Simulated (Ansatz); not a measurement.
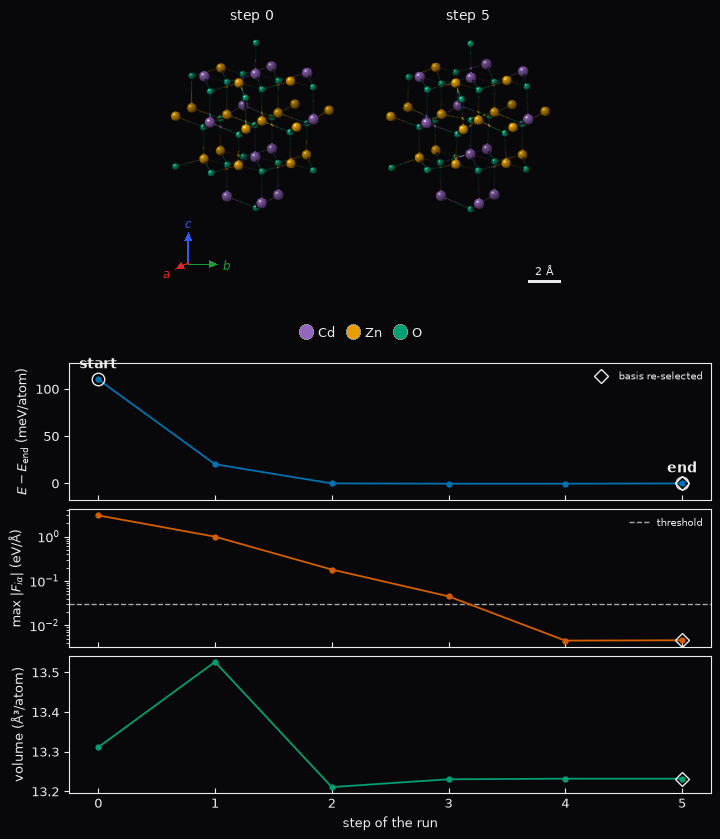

First and last geometry of a relaxation of a crystal of Cd18Zn30O48 (a generated structure), with the history of the run. Style: ball-and-stick. Shown: the atoms within 5.8 Å of the atom that moves most (axes of the cell of the calculation), slightly off an axis.

Level of theory: Ansatz 0.2.0, DFT, PBEsol, PAW, plane waves. (plane-wave cutoff 420 eV; k-point mesh 1 × 1 × 1; mesh shifted by (0.25, 0.25, 0.25); no spin polarisation; cell relaxed at fixed alpha, beta, gamma; force threshold 0.03 eV/Å; at most 80 steps)

Q: Did the run converge, and what did it change?

A: It converged. Over 4 accepted moves (5 points after the start) the energy falls by 110 meV per atom. Largest force component: 3 eV/Å at the start, 0.0046 eV/Å at the end. The pressure goes from 3.21 to −0.02 GPa. The SCF was repeated once at an unchanged geometry on a basis and grid sized afresh for the cell, which shifted the energy by 0.3 meV per atom at most. The largest moves relative to the cell, 0.32 Å, are those of O atoms. Largest moves by element: O 0.32 Å, Cd 0.27 Å, Zn 0.14 Å. Cell: a 10.138 → 10.090 Å (−0.5 %), b 11.706 → 11.667 Å (−0.3 %), c 10.768 → 10.790 Å (+0.2 %). Volume −0.6 %. Some distances before and after: Cd–O 2.022 → 2.208 Å, Cd–O 2.004 → 2.180 Å, O–Zn 2.124 → 1.968 Å, Cd–O 2.033 → 2.184 Å. Bond angles that change, for instance: Cd–O–Zn 110.6° → 97.9°, O–Cd–O 110.3° → 122.3°, Cd–O–Zn 107.8° → 96.5°. The space group stays P1 (No. 1). Cost: 21 s on 1 × NVIDIA H100 80GB HBM3 with 4 threads of AMD EPYC 7R13 Processor, peak memory 1.6 GiB.

| step | E − E(0), meV/atom | largest force component, eV/Å | pressure, GPa | volume, Å³/atom | note |
| --- | --- | --- | --- | --- | --- |
| 0 | 0.00 | 2.9961 | 3.21 | 13.311 |  |
| 1 | -89.89 | 0.9953 | -1.89 | 13.527 |  |
| 2 | -110.20 | 0.1812 | 0.26 | 13.211 |  |
| 3 | -110.48 | 0.0452 | 0.01 | 13.231 |  |
| 4 | -110.50 | 0.0046 | 0.00 | 13.232 |  |
| 5 | -110.23 | 0.0046 | -0.02 | 13.232 | same geometry, new basis |
